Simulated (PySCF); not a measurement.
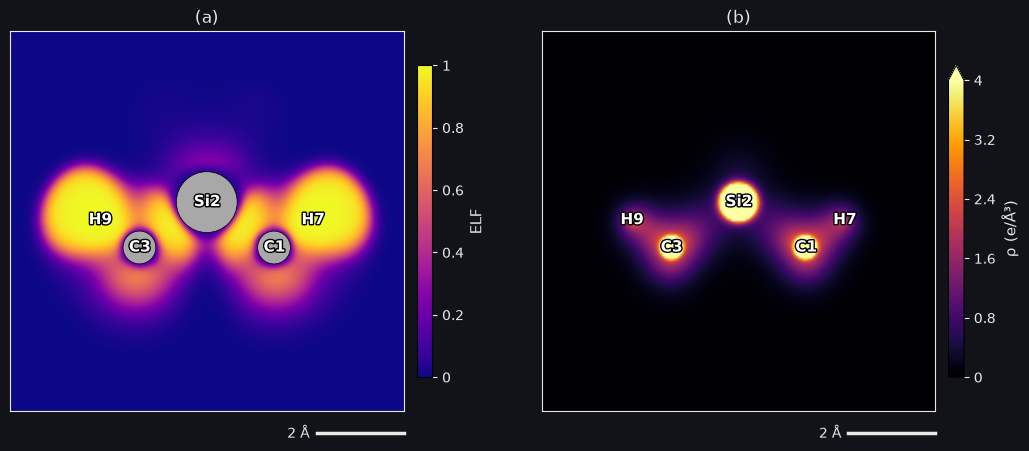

Figure 1: C3H9FSi. (a) ELF; (b) electron density on the plane of atoms Si2, C3 and H9. Grey discs cover the atomic cores in the ELF map.

Geometry: PBE0-D3(BJ)/ma-def2-SVP.

Method: PySCF, DFT single point, gas phase, functional wB97X.

```yaml
atoms:
  - { symbol: C, position_ang: [-0.4748, 1.6567, -0.4949] }
  - { symbol: Si, position_ang: [0.0829, 0.1116, 0.3926] }
  - { symbol: C, position_ang: [1.6664, -0.5725, -0.3224] }
  - { symbol: C, position_ang: [-1.2619, -1.1811, 0.4649] }
  - { symbol: F, position_ang: [0.4079, 0.5498, 1.9529] }
  - { symbol: H, position_ang: [-0.7559, 1.4289, -1.5356] }
  - { symbol: H, position_ang: [-1.3506, 2.1003, 0.0034] }
  - { symbol: H, position_ang: [0.3248, 2.4131, -0.5169] }
  - { symbol: H, position_ang: [2.0001, -1.4627, 0.2327] }
  - { symbol: H, position_ang: [1.5287, -0.8616, -1.3766] }
  - { symbol: H, position_ang: [2.4713, 0.1774, -0.2792] }
  - { symbol: H, position_ang: [-1.5249, -1.5270, -0.5477] }
  - { symbol: H, position_ang: [-2.1737, -0.7811, 0.9345] }
  - { symbol: H, position_ang: [-0.9340, -2.0562, 1.0470] }
```

What do the fields say about this system?

Atoms in the plane: C, Si and H. C–Si (1.87 Å): the density is about 1 e/Å³ at the midpoint; the ELF peaks at about 0.95 between the atoms (localised, covalent bonding). C–H (1.10 Å): ρ at the midpoint is about 1.9 e/Å³; the ELF climbs to about 1 towards the hydrogen, as it does in any bond to H (an ordinary covalent bond to hydrogen).
